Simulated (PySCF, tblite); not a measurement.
# C₅H₁₀N₂Si: geometry, infrared bands and NMR shifts

Wanted: the infrared bands and NMR shifts of C₅H₁₀N₂Si (`[H]/N=C(\CN)CC#C[SiH3]`), by calculation.

Computed with tblite 0.8.0 and PySCF 2.14.0, with density-fitted response routines of our own, on a single molecule in the gas phase. Atoms count from 0, in the outputs and in this text.

## (1) The molecule as given

18 atoms, charge 0, multiplicity 1; geometry from: force field or distance geometry start.

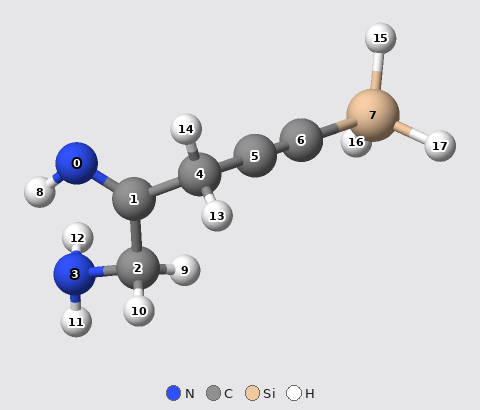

As it starts; nitrogen blue, carbon grey, silicon light orange, hydrogen white, atoms numbered.

## (2) Geometry optimisation with GFN2-xTB

The job: settings as JSON, then the geometry in Å.

```
{"job": {"kind": "relax", "xc": "GFN2-xTB", "basis": "xTB"}, "charge": 0, "multiplicity": 1}
N     -1.769400     0.363000    -1.901700
C     -1.156400     0.684300    -0.813800
C     -1.766900     0.391000     0.562100
N     -2.904400    -0.526400     0.377400
C      0.186000     1.378000    -0.845900
C      1.253600     0.538200    -0.302500
C      2.139900    -0.141900     0.145200
Si     3.524200    -1.209600     0.828600
H     -2.670300    -0.065800    -1.604700
H     -1.037400    -0.041200     1.237000
H     -2.133600     1.338600     0.977300
H     -3.342500    -0.696200     1.296500
H     -2.536400    -1.440800     0.109200
H      0.107300     2.311200    -0.287200
H      0.412600     1.653900    -1.889100
H      4.371700    -1.724700    -0.263000
H      2.951700    -2.367400     1.567300
H      4.361900    -0.437800     1.762300
```

On the command line:

```bash
> OMP_NUM_THREADS=1 python probes_run.py task.json out
```

One launch serves the whole session: the jobs run in the order shown.

Standard output:

```text
step      E/eV     max force
  0    -633.12749    2.407
  1    -633.17274    2.084
  2    -633.21201    1.068
  3    -633.22257    1.150
  4    -633.24446    0.404
  5    -633.27239    0.535
  6    -633.28464    0.525
  7    -633.29563    0.274
  8    -633.30180    0.166
  9    -633.30683    0.191
 10    -633.30978    0.162
 11    -633.31199    0.130
 12    -633.31385    0.097
 13    -633.31543    0.089
 14    -633.31670    0.102
 15    -633.31776    0.093
 16    -633.31869    0.085
 17    -633.31954    0.088
 18    -633.32028    0.082
 19    -633.32086    0.068
 20    -633.32128    0.045
 21    -633.32163    0.061
 22    -633.32199    0.070
 23    -633.32242    0.063
 24    -633.32289    0.056
 25    -633.32336    0.054
 26    -633.32375    0.055
 27    -633.32404    0.046
 28    -633.32421    0.025
 29    -633.32432    0.026
 30    -633.32441    0.027
 31    -633.32452    0.031
 32    -633.32467    0.031
 33    -633.32483    0.033
 34    -633.32494    0.023
 35    -633.32501    0.022
 36    -633.32508    0.019
 37    -633.32515    0.030
 38    -633.32524    0.031
 39    -633.32532    0.023
 40    -633.32539    0.027
 41    -633.32547    0.027
 42    -633.32557    0.024
 43    -633.32568    0.027
 44    -633.32581    0.029
 45    -633.32594    0.035
 46    -633.32608    0.038
 47    -633.32622    0.037
 48    -633.32636    0.033
 49    -633.32649    0.028
 50    -633.32662    0.029
 51    -633.32675    0.031
 52    -633.32686    0.028
 53    -633.32696    0.024
 54    -633.32708    0.027
 55    -633.32724    0.030
 56    -633.32740    0.033
 57    -633.32753    0.028
 58    -633.32762    0.020
 59    -633.32769    0.021
 60    -633.32778    0.023
 61    -633.32785    0.022
 62    -633.32789    0.019
 63    -633.32793    0.015
 64    -633.32797    0.017
 65    -633.32803    0.022
 66    -633.32809    0.027
 67    -633.32814    0.024
 68    -633.32818    0.014
 69    -633.32822    0.012
 70    -633.32825    0.013
 71    -633.32828    0.018
 72    -633.32831    0.017
 73    -633.32834    0.013
 74    -633.32837    0.011
 75    -633.32838    0.011
 76    -633.32840    0.015
 77    -633.32842    0.015
 78    -633.32845    0.012
 79    -633.32847    0.013
 80    -633.32849    0.012
 81    -633.32852    0.012
 82    -633.32855    0.012
 83    -633.32859    0.012
 84    -633.32861    0.013
 85    -633.32864    0.017
 86    -633.32868    0.019
 87    -633.32874    0.018
 88    -633.32880    0.018
 89    -633.32885    0.018
 90    -633.32889    0.016
 91    -633.32894    0.016
 92    -633.32901    0.016
 93    -633.32906    0.014
 94    -633.32908    0.007
```

Wall time 0.54 s (1 thread of Arm Neoverse V2, shared host).

Relaxation path: (not every step is listed)

| step | energy from step 0 (eV) | largest force (eV/Å) |
| --- | --- | --- |
| 0 | 0.0000 | 2.4075 |
| 1 | -0.0453 | 2.0839 |
| 2 | -0.0845 | 1.0682 |
| 3 | -0.0951 | 1.1497 |
| 4 | -0.1170 | 0.4037 |
| 5 | -0.1449 | 0.5345 |
| 6 | -0.1572 | 0.5255 |
| 7 | -0.1681 | 0.2744 |
| 8 | -0.1743 | 0.1658 |
| 16 | -0.1912 | 0.0847 |
| 24 | -0.1954 | 0.0561 |
| 32 | -0.1972 | 0.0309 |
| 40 | -0.1979 | 0.0271 |
| 48 | -0.1989 | 0.0329 |
| 56 | -0.1999 | 0.0328 |
| 64 | -0.2005 | 0.0168 |
| 72 | -0.2008 | 0.0173 |
| 80 | -0.2010 | 0.0115 |
| 88 | -0.2013 | 0.0181 |
| 89 | -0.2014 | 0.0177 |
| 90 | -0.2014 | 0.0157 |
| 91 | -0.2015 | 0.0162 |
| 92 | -0.2015 | 0.0159 |
| 93 | -0.2016 | 0.0141 |
| 94 | -0.2016 | 0.0073 |

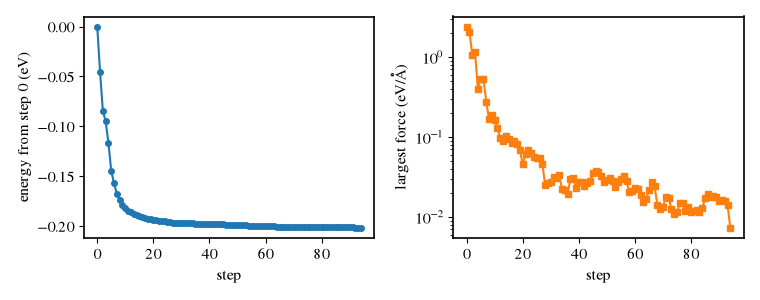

Energy and force, step by step.

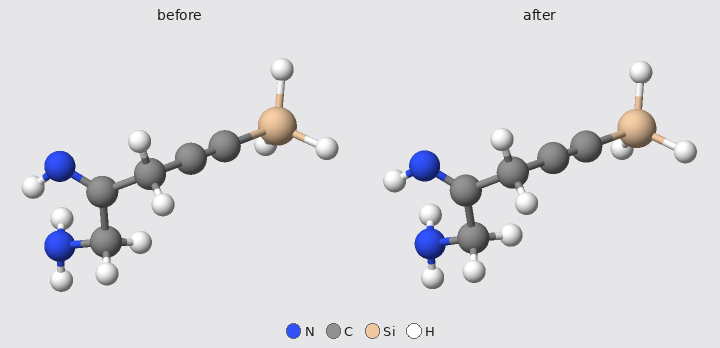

Before and after, at one scale.

Close pairs (by a distance rule), those that changed most:

| bond | before (Å) | after (Å) | change (Å) |
| --- | --- | --- | --- |
| N0–C1 | 1.289 | 1.254 | -0.035 |
| C6–Si7 | 1.877 | 1.844 | -0.033 |
| N0–H8 | 1.041 | 1.019 | -0.022 |
| Si7–H16 | 1.488 | 1.467 | -0.021 |
| C2–H9 | 1.084 | 1.103 | +0.019 |
| C2–N3 | 1.473 | 1.454 | -0.019 |
| N3–H11 | 1.032 | 1.013 | -0.019 |
| C1–C2 | 1.534 | 1.515 | -0.019 |

The end geometry stands in the next job.

## (3) Vibrational analysis with GFN2-xTB

The job: settings as JSON, then the geometry in Å.

```
{"job": {"kind": "ir", "xc": "GFN2-xTB", "basis": "xTB"}, "charge": 0, "multiplicity": 1}
N     -1.757787     0.445456    -1.900607
C     -1.165073     0.697166    -0.824312
C     -1.661352     0.347518     0.563377
N     -2.752783    -0.609201     0.479044
C      0.163624     1.410520    -0.879351
C      1.214719     0.579237    -0.325186
C      2.065010    -0.133186     0.146633
Si     3.376940    -1.217916     0.855921
H     -2.651549    -0.028227    -1.777545
H     -0.805333     0.004185     1.168667
H     -2.048681     1.263865     1.023746
H     -3.166725    -0.761415     1.391165
H     -2.407276    -1.501656     0.139700
H      0.101732     2.340370    -0.304453
H      0.388022     1.645556    -1.921951
H      4.201431    -1.734157    -0.238104
H      2.717819    -2.318570     1.567483
H      4.178504    -0.423228     1.790792
```

Standard output:

```text
mode    cm-1     km/mol
  1     -17.3      0.08
  2      41.3      4.60
  3      47.7      1.43
  4      98.0      3.47
  5     144.2      2.97
  6     178.8      2.93
  7     240.0      7.07
  8     268.0     38.00
  9     307.3      0.10
 10     340.6      3.66
 11     386.8      5.54
 12     478.6     12.46
 13     535.0     89.18
 14     537.6     79.84
 15     557.2     38.40
 16     624.8     18.02
 17     785.0    215.85
 18     790.1    322.09
 19     792.8    417.25
 20     811.1      7.60
 21     848.0     53.18
 22     903.6     81.59
 23     940.2     35.48
 24    1006.8     26.06
 25    1042.4     58.47
 26    1092.5      4.59
 27    1103.0      2.89
 28    1121.4      7.24
 29    1137.4      7.90
 30    1243.5     30.90
 31    1260.9     17.79
 32    1287.9     82.31
 33    1351.0     25.97
 34    1415.0      6.06
 35    1448.2      7.24
 36    1560.3     30.13
 37    1751.3    212.99
 38    2229.1    407.53
 39    2244.2    380.73
 40    2260.2    270.42
 41    2319.1    172.46
 42    2828.3     68.51
 43    2932.1      2.70
 44    2936.6     46.56
 45    2983.5      9.45
 46    3328.3      8.90
 47    3388.0      6.45
 48    3427.4      7.78
```

Run time: 0.54 s. Hardware: 1 thread of Arm Neoverse V2, shared host.

Which atoms move in the most intense modes:

| cm⁻¹ | km/mol | atoms |
| --- | --- | --- |
| 785 | 215.8 | H15 53 %, H17 40 % |
| 790 | 322.1 | H16 50 %, H15 32 %, H17 12 % |
| 793 | 417.2 | H16 42 %, H17 41 % |
| 1751 | 213.0 | C1 61 %, N0 36 % |
| 2229 | 407.5 | H16 86 % |
| 2244 | 380.7 | H17 79 %, H15 11 % |
| 2260 | 270.4 | H15 85 % |
| 2319 | 172.5 | C5 52 %, C6 46 % |

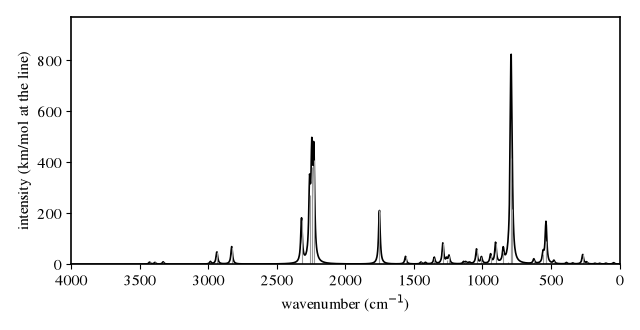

The infrared spectrum from these modes, unscaled. Lines are broadened to a width of 14 cm⁻¹ (Lorentzian).

## (4) NMR shieldings: PBE0/pcSseg-1

The job, as its differences from that of step 3:

```diff
@@ -1,2 +1,2 @@
-{"job": {"kind": "ir", "xc": "GFN2-xTB", "basis": "xTB"}, "charge": 0, "multiplicity": 1}
+{"job": {"kind": "nmr", "xc": "PBE0", "basis": "pcSseg-1"}, "charge": 0, "multiplicity": 1}
 N     -1.757787     0.445456    -1.900607
```

With the program's defaults for keys left out, this is: GIAO PBE0/pcSseg-1 NMR shielding, non-relativistic, gas phase.

Standard output:

```text
coarse grid: 15384 points
cycle   1  E = -594.8085163048  dE =  9.080e-01  |g| = 5.681e-01  |ddm| = 4.038e+00
cycle   2  E = -594.7312711920  dE =  7.725e-02  |g| = 8.293e-01  |ddm| = 1.475e+00
cycle   3  E = -594.8778440760  dE = -1.466e-01  |g| = 1.873e-01  |ddm| = 9.036e-01
cycle   4  E = -594.8856251773  dE = -7.781e-03  |g| = 6.160e-02  |ddm| = 2.023e-01
cycle   5  E = -594.8863802729  dE = -7.551e-04  |g| = 2.850e-02  |ddm| = 6.047e-02
cycle   6  E = -594.8865633836  dE = -1.831e-04  |g| = 6.085e-03  |ddm| = 2.677e-02
cycle   7  E = -594.8865714112  dE = -8.028e-06  |g| = 2.019e-03  |ddm| = 7.304e-03
final grid: 143672 points
cycle   8  E = -594.9300122894  dE = -3.446e-05  |g| = 7.944e-03  |ddm| = 3.822e-02
cycle   9  E = -594.9300071930  dE =  5.096e-06  |g| = 9.466e-03  |ddm| = 1.565e-02
cycle  10  E = -594.9300267218  dE = -1.953e-05  |g| = 9.161e-04  |ddm| = 8.137e-03
cycle  11  E = -594.9300268867  dE = -1.649e-07  |g| = 2.806e-04  |ddm| = 1.087e-03
cycle  12  E = -594.9300268995  dE = -1.275e-08  |g| = 1.536e-04  |ddm| = 3.388e-04
cycle  13  E = -594.9300269049  dE = -5.384e-09  |g| = 3.450e-05  |ddm| = 1.351e-04
cycle  14  E = -594.9300269050  dE = -1.548e-10  |g| = 2.188e-05  |ddm| = 4.311e-05
converged SCF energy = -594.9300269050

GIAO shielding tensors (ppm)
atom      isotropic    diamagn.    paramagn.     s11        s22        s33       span
  0 N      -75.653     320.152    -395.805   -400.756    -87.611    261.407    662.163
  1 C        8.811     254.076    -245.264   -108.934     14.883    120.484    229.418
  2 C      138.880     250.973    -112.093    126.187    129.402    161.051     34.863
  3 N      238.285     314.469     -76.185    202.163    244.926    267.766     65.602
  4 C      152.913     248.531     -95.618    134.031    151.618    173.088     39.057
  5 C       70.238     273.549    -203.311    -30.260    -25.700    266.676    296.936
  6 C      105.622     258.765    -153.143     25.716     30.827    260.323    234.607
  7 Si     448.809     882.685    -433.876    440.647    443.291    462.489     21.843
  8 H       19.967      32.771     -12.804     11.252     21.134     27.517     16.265
  9 H       27.264      34.030      -6.766     21.367     26.393     34.032     12.666
 10 H       28.600      30.350      -1.751     24.235     28.485     33.079      8.844
 11 H       30.683      29.966       0.717     23.398     27.389     41.263     17.865
 12 H       31.643      33.674      -2.031     24.952     29.396     40.582     15.631
 13 H       28.518      29.048      -0.529     25.645     27.006     32.903      7.258
 14 H       28.129      29.028      -0.899     23.773     27.199     33.416      9.642
 15 H       27.489      28.913      -1.423     23.914     25.822     32.732      8.818
 16 H       27.531      30.424      -2.893     23.863     26.466     32.265      8.403
 17 H       27.477      28.834      -1.357     23.978     25.822     32.631      8.652
```

Wall time 36 s (1 thread of Arm Neoverse V2, shared host); peak memory 0.86 GiB.

The references, computed at this level on geometries of the same kind, shield at (ppm): 1H TMS 31.72, 13C TMS 186.9, 29Si TMS 349.2, 15N NH3 267.7. Their shielding less the atom's gives the shift. The references are single molecules in the gas phase, so shifts against H2O, NH3, PH3, H3PO4 or CFCl3 are not on the usual liquid scales and can be off by tens of ppm. Atoms listed in one row are averaged.

| atoms | environment | σ (ppm) | δ (ppm) | δ scaled to CDCl3 |
| --- | --- | --- | --- | --- |
| C1 | C=N carbon | 8.8 | 178.1 | 171.9 |
| C5 | alkyne carbon | 70.2 | 116.7 | 112.0 |
| C6 | alkyne carbon | 105.6 | 81.3 | 77.4 |
| C2 | sp3 CH2 bonded to N | 138.9 | 48.0 | 45.0 |
| C4 | propargylic sp3 CH2 | 152.9 | 34.0 | 31.3 |
| H8 | hydrogen on an imine nitrogen | 19.97 | 11.75 | – |
| H15, H16, H17 | hydrogen on a silicon bonded to C | 27.50 | 4.22 | – |
| H9, H10 | hydrogen on an sp3 CH2 bonded to N | 27.93 | 3.79 | 3.67 |
| H13, H14 | hydrogen on a propargylic sp3 CH2 | 28.32 | 3.39 | 3.30 |
| H11, H12 | hydrogen on an amine nitrogen | 31.16 | 0.55 | – |
| N0 | imine nitrogen | -75.7 | 343.4 | – |
| N3 | amine nitrogen | 238.3 | 29.4 | – |
| Si7 | silicon bonded to C, 3 H | 448.8 | -99.7 | – |

The scaled column applies a straight-line fit of computed shieldings to shifts measured in CDCl3 (root-mean-square error 0.16 ppm for H, 1.9 ppm for C).

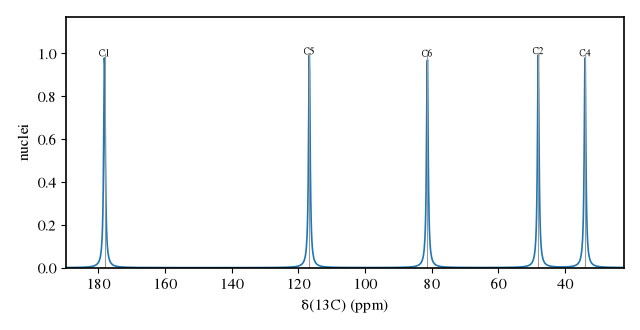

13C lines at the computed shifts, without couplings. Lines are broadened to a width of 0.58 ppm (Lorentzian).

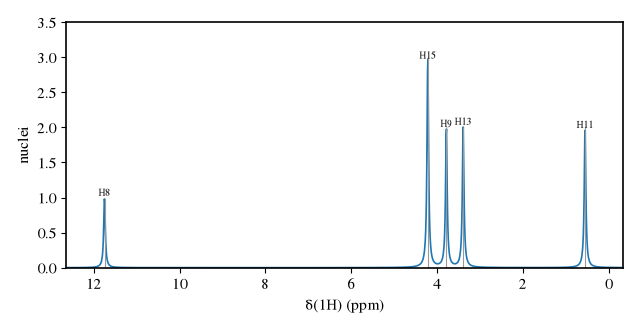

1H lines at the computed shifts, without couplings. Lines are broadened to a width of 0.04 ppm (Lorentzian).

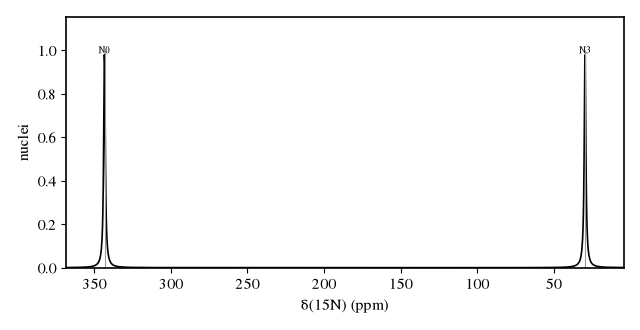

15N lines at the computed shifts, without couplings. Lines are broadened to a width of 1 ppm (Lorentzian).

The run also stored atomic charges by several schemes (e):

| atoms | Mulliken | IAO | Hirshfeld | ESP fit |
| --- | --- | --- | --- | --- |
| N0 | -0.31 | -0.45 | -0.24 | -0.76 |
| C1 | -0.10 | 0.19 | 0.10 | 0.54 |
| C2 | 0.01 | -0.19 | -0.03 | 0.30 |
| N3 | -0.47 | -0.57 | -0.23 | -1.05 |
| C4 | -0.07 | -0.30 | -0.06 | -0.52 |
| C5 | 0.06 | 0.00 | -0.02 | 0.13 |
| C6 | -0.50 | -0.38 | -0.18 | -0.36 |
| Si7 | 0.51 | 0.63 | 0.33 | 0.45 |

ESP fit charges:

N0 -0.76; C1 0.54; C2 0.30; N3 -1.05; C4 -0.52; C5 0.13; C6 -0.36; Si7 0.45; H8 0.38; H9 -0.04; H10 0.03; H11 0.40; H12 0.38; H13 0.16; H14 0.23; H15 -0.08; H16 -0.09; H17 -0.09

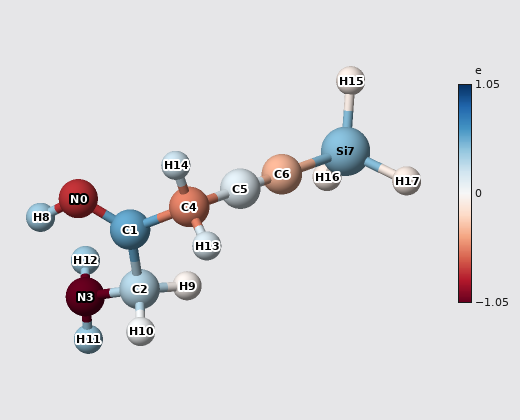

ESP fit charges, as colours on the atoms.

Mayer bond orders: N0–C1 2.15, C1–C2 0.93, C2–N3 1.03, C1–C4 0.99, C4–C5 1.05, C5–C6 2.51, C6–Si7 1.03.

Orbitals, density, ELF and potential are computed afterwards from the orbital file.

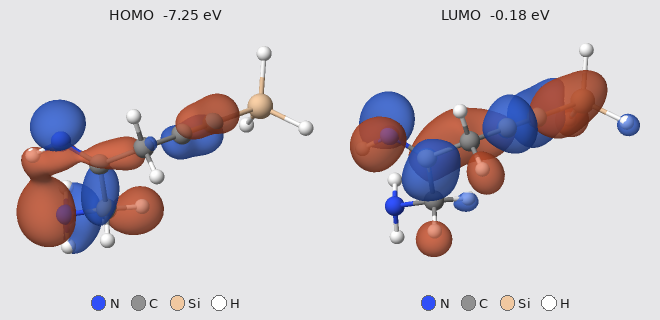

PBE0/pcSseg-1 orbitals near the gap, drawn at the value that encloses 70 % of each; the two colours are the two signs.

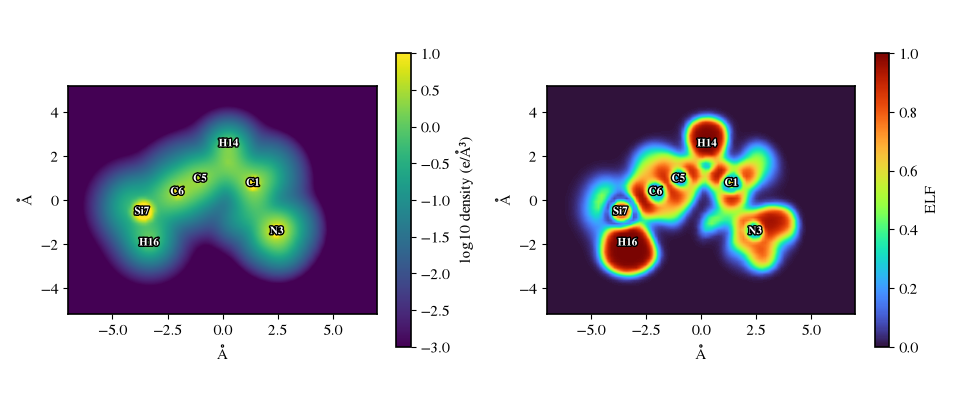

Density (left) and ELF (right) in a plane through or near 7 of the atoms.

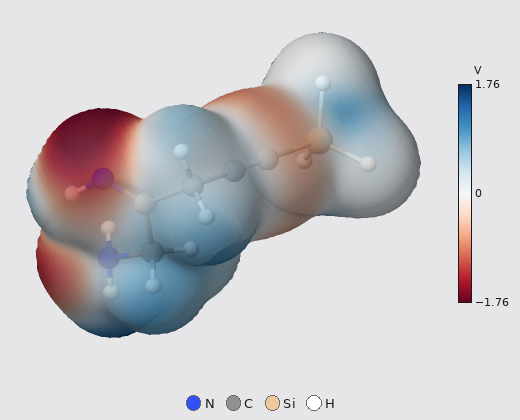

The potential that a unit positive charge feels on the 0.002 e/bohr³ surface, from -1.76 V near N0 to 1.48 V near H11.

## (5) What came out

| quantity | value |
| --- | --- |
| strongest single infrared mode (GFN2-xTB) | 793 cm⁻¹, 417 km/mol |
| zero-point energy (GFN2-xTB) | 84.9 kcal/mol |
| 13C shifts against TMS (PBE0/pcSseg-1) | 178.1, 116.7, 81.3, 48.0, 34.0 ppm |
| 1H shifts against TMS (PBE0/pcSseg-1, means over atoms taken as alike) | 11.75, 4.22, 3.79, 3.39, 0.55 ppm |
| 15N shifts against NH3 (PBE0/pcSseg-1) | 343.4, 29.4 ppm |
| 29Si shifts against TMS (PBE0/pcSseg-1) | -99.7 ppm |
| surface potential, least and greatest | -1.76 V and 1.48 V |

In words: Over 94 steps the energy fell by 0.202 eV; of the close pairs, N0–C1 changed most, 1.289 to 1.254 Å. The lowest mode is slightly imaginary (17i cm⁻¹), a soft motion within the noise of the Hessian, so the minimum is not strictly shown. Unscaled tight-binding wavenumbers are off by several per cent, some by more. Its intensities can rank the bands wrongly. At PBE0/pcSseg-1: Shielding is most anisotropic at N0 (span 662 ppm, paramagnetic term -396 ppm).
